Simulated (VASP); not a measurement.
Band structure of Cs (bcc). Computed with SCAN meta-GGA, VASP's PBE PAW potentials (set 64) (plane waves; VASP).

Unless said otherwise, spin-orbit coupling is left out, though it shifts the bands of the heavy elements here.

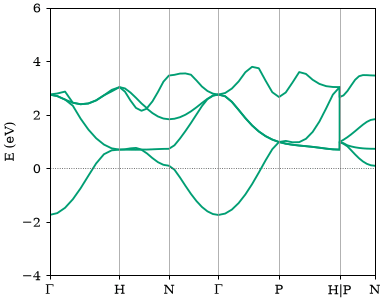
Figure. Bands along high-symmetry lines, zero at the valence-band maximum or, without a gap, the Fermi level

Task: Read the plot: is there a gap, and where are the band edges?

Result: It has no gap at this level: it comes out as a metal or semimetal.

The compound is Cs in the bcc structure. It was relaxed first, which changed the volume by +7 %.
